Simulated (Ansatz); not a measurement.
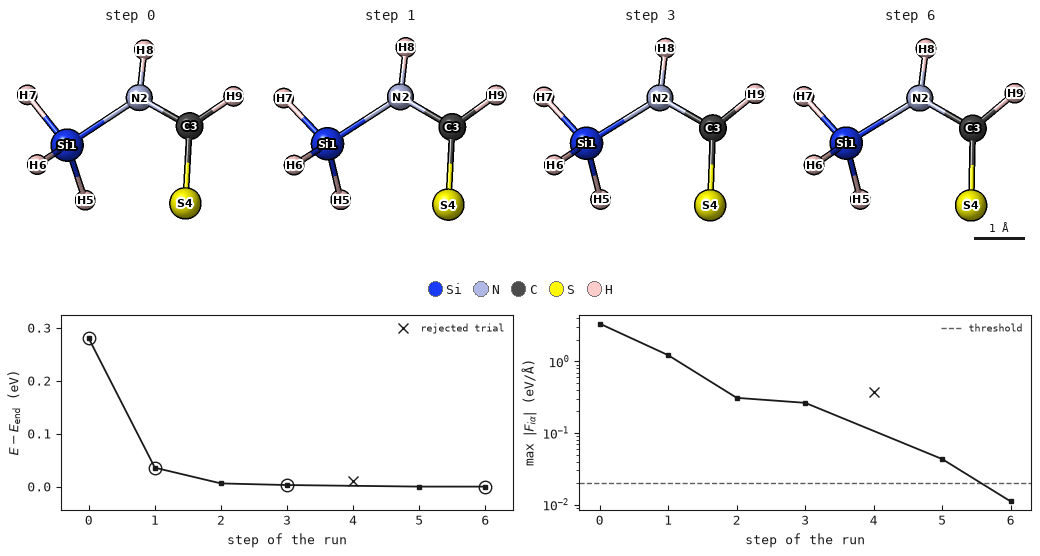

Frames of a relaxation of CH$_{5}$NSSi, marked on the history of the run. Style: ball-and-stick. Shown at a tilt.

The run prepares the start of a later molecular dynamics calculation, from a guessed geometry.

Level of theory: RKS B3LYP-D4/STO-3G (Ansatz).

Input
```yaml
crystal:
  periodic: [false, false, false]
  atoms:
    - { symbol: Si, position_ang: [-0.64495, 1.05007, 0.079] }
    - { symbol: "N", position_ang: [0.69485, -0.08954, 0.25528] }
    - { symbol: C, position_ang: [0.55133, -1.32799, -0.20796] }
    - { symbol: S, position_ang: [-0.83237, -1.79982, -0.92709] }
    - { symbol: H, position_ang: [-0.89319, 1.25714, -1.34002] }
    - { symbol: H, position_ang: [-1.78404, 0.54703, 0.83239] }
    - { symbol: H, position_ang: [-0.04572, 2.22852, 0.71021] }
    - { symbol: H, position_ang: [1.57212, 0.15292, 0.69128] }
    - { symbol: H, position_ang: [1.38197, -2.01833, -0.09309] }
basis:
  gaussian: { orbitals: STO-3G }
hamiltonian:
  xc: b3lyp
  dispersion: d4
relax:
  f_tol: 0.02
  max_steps: 40
```

Command:
```bash
ansatz run input.yaml --threads 1 --pin off --max-ram 2048MiB --backend cpu --events-out ev --progress --plain --runs-dir out
```

Question: Describe the path.

Answer: The energy falls by 0.280 eV in 5 accepted moves (6 points after the start). Largest force component: 3.4 eV/Å at the start, 0.011 eV/Å at the end. The line search rejected the trial step at point 4 of the run. The largest move after the best rigid fit is that of S4, 0.14 Å. Largest moves by element: S 0.14 Å, H 0.10 Å, C 0.09 Å, Si 0.05 Å, N 0.02 Å. Near-neighbour distances that change, for instance: Si1–S4 3.028 → 3.205 Å, N2–C3 1.330 → 1.408 Å, N2–H8 1.009 → 1.043 Å, C3–H9 1.086 → 1.111 Å. Bond angles that change, for instance: N2–C3–H9 118.2° → 111.2°, N2–Si1–H7 99.5° → 105.0°, S4–C3–H9 120.8° → 125.7°. The run took 20 s on 1 thread of Arm Neoverse V1, on a shared host, peak memory 0.14 GiB. From step 0 to 1: H7 moves most (0.10 Å), energy −0.244 eV. From step 1 to 3: S4 moves most (0.05 Å), energy −0.033 eV. From step 3 to 6: S and H atoms move most (0.02 Å), energy −0.003 eV.

Limits of the set-up: STO-3G is a minimal basis, so the numbers are rough.
